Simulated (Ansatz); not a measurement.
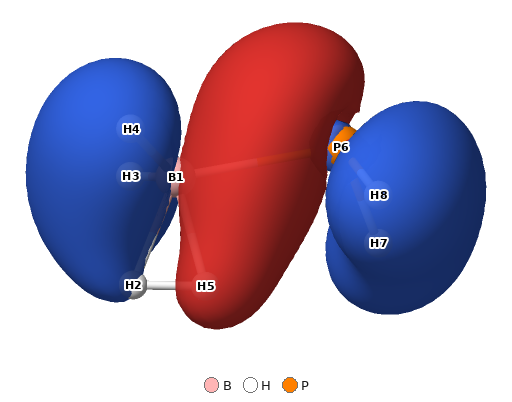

The picture shows: BH$_{6}$P. The HOMO−1 at ±0.08 Å⁻³ᐟ² (red and blue are the two phases), seen from one side.

The product side of a reaction path; geometry: PBE0-D4/def2-TZVP.

Theory: RKS PBE0-D4/def2-TZVPP (Ansatz).

```xyz
8

B    -0.5920   -0.2006   -0.4283
H    -0.3248   -1.4854    0.0343
H    -0.4354   -0.4841   -1.5799
H    -1.6995   -0.1699    0.0227
H     0.2273   -0.9435    0.3633
P     0.4952    1.3324    0.1293
H     1.8024    0.8168   -0.0769
H     0.5268    1.1343    1.5354
```

### What is the character of this orbital?

Its weight (Hirshfeld) is mainly on P6 (about 35 %), B1 (about 30 %), H4 (about 10 %), H3 (about 10 %), H8 (about 5 %) and H7 (about 5 %). Its energy is −9.23 eV.
